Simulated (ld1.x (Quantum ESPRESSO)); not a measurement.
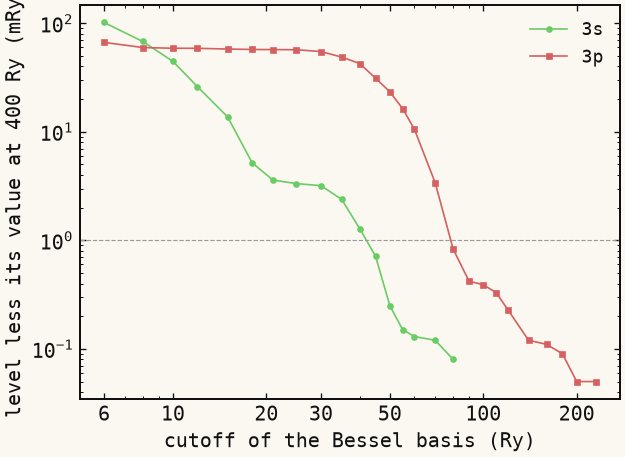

The pseudo-atom Hamiltonian at the reference potential is diagonalised in spherical Bessel functions (20 bohr box) up to the cutoff. Curves: distance of each valence level from its value at 400 Ry.

Ld1.x (Quantum ESPRESSO) 7.5 input:

```
 &input
   title='P', zed=15., rel=1, dft='PZ', iswitch=3,
   config='[Ne] 3s2 3p2'
 /
 &inputp
   pseudotype=2, tm=.true., lloc=-1, rcloc=1.25,
   nlcc=.false.
 /
2
3S  1  0   2.00   0.00  1.55  1.55  0.0
3P  2  1   2.00   0.00  1.20  1.20  0.0
 &test
   configts(1)='3s2 3p2'
 /
```

**From which cutoff is the occupation-weighted sum of levels good to 10 mRy, and to 1 mRy?**

70 Ry and 90 Ry, on the ladder of cutoffs that was run.

**Which occupied shell is the hardest?**

3p: its level needs 80 Ry to come within 1 mRy, against 45 Ry for 3s.

**At which cutoff does each level come within 1 mRy for good?**

3s: 45 Ry; 3p: 80 Ry.
